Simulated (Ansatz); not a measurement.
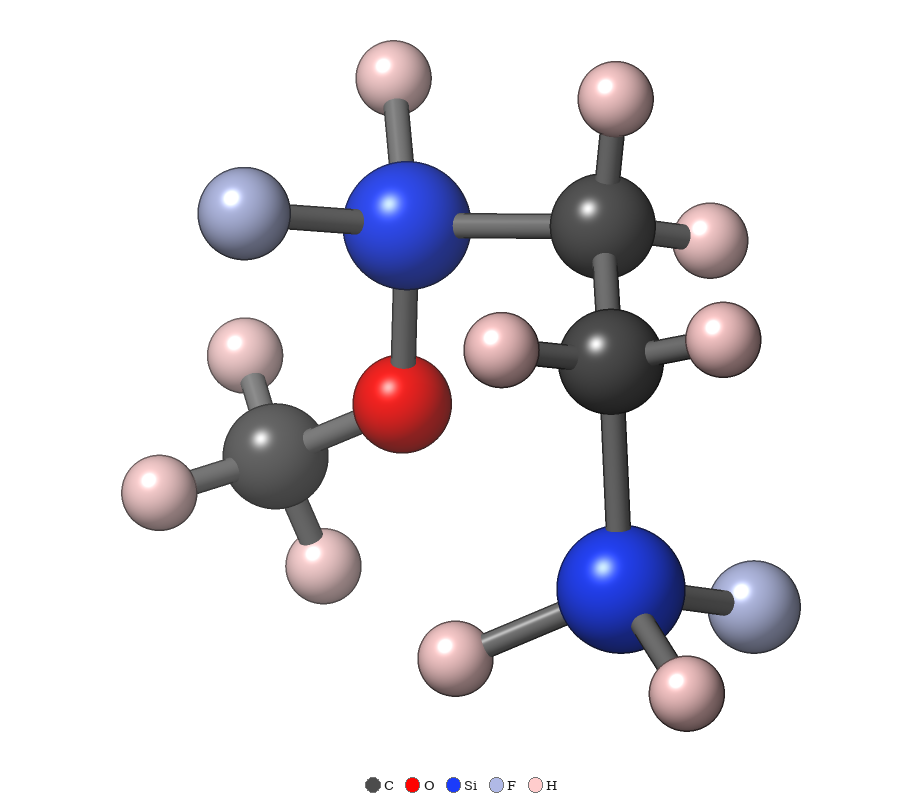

The geometry was computed by an optimisation with PBE0-D4/def2-TZVP. No frequency run is at hand to confirm it as a minimum.

Draw it as a skeletal formula.

SMILES: CO[Si@@H](F)CC[SiH2]F

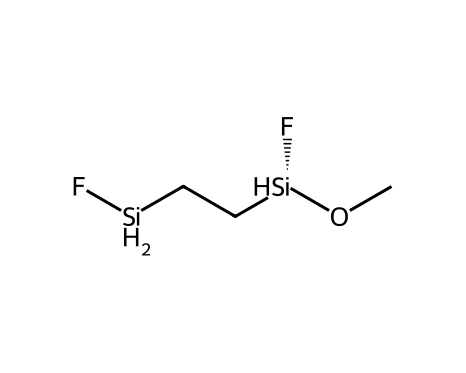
